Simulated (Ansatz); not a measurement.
| atom | x (Å) | y (Å) | z (Å) |
| --- | --- | --- | --- |
| C | -0.6786 | -0.3332 | 1.3230 |
| C | 0.3437 | 0.1007 | 0.2818 |
| C | 0.9946 | -1.0613 | -0.4554 |
| F | 0.0630 | 1.8309 | -2.9582 |
| F | -2.0071 | 2.7446 | -0.7412 |
| In | -0.5220 | 1.5190 | -1.1127 |
| H | -0.1967 | -0.9830 | 2.0749 |
| H | -1.5010 | -0.9142 | 0.8764 |
| H | -1.1247 | 0.5186 | 1.8577 |
| H | 1.1254 | 0.7094 | 0.7681 |
| H | 0.2542 | -1.6777 | -0.9894 |
| H | 1.5059 | -1.7243 | 0.2650 |
| H | 1.7435 | -0.7294 | -1.1899 |

Geometry: PBE0-D4/def2-SVP; core potentials replace the inner electrons of In.

The calculation used Ansatz 0.2.0, isolated molecule in a Gaussian basis; Kohn-Sham density functional theory, functional PBE0.

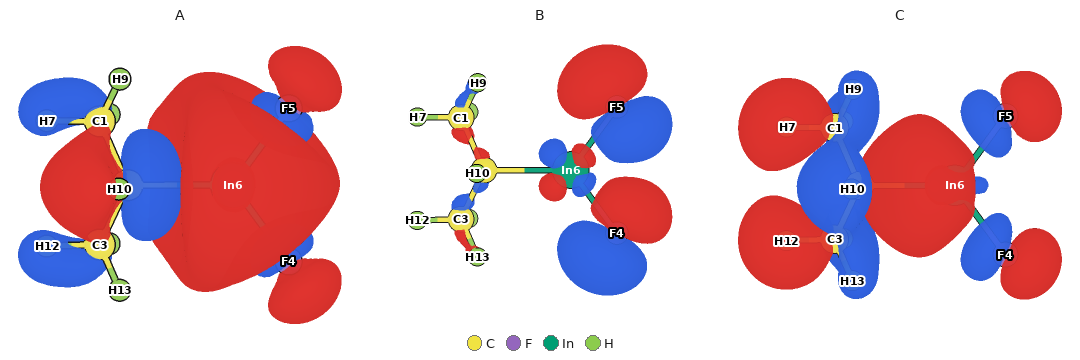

C₃H₇F₂In (SMILES C[CH](C)[In]([F])[F]). Three frontier orbitals at ±0.05 Å⁻³ᐟ² (red and blue are the two phases), in no order.

> Order the three orbitals by energy and name them.

B is the HOMO−1 (−10.01 eV). By Hirshfeld shares it lies mainly on F4 (about 45 %) and F5 (about 45 %); largely a combination of lone pairs on F4 and F5. C is the HOMO (−8.32 eV). By Hirshfeld shares it lies mainly on C2 (about 25 %), In6 (about 25 %), F4 (about 10 %), F5 (about 10 %), C1 (about 5 %) and C3 (about 5 %). A is the LUMO (−1.85 eV). By Hirshfeld shares it lies mainly on In6 (about 55 %), C2 (about 15 %), F4 (about 10 %) and F5 (about 10 %).

> What is the HOMO–LUMO gap?

6.47 eV between the orbital energies.
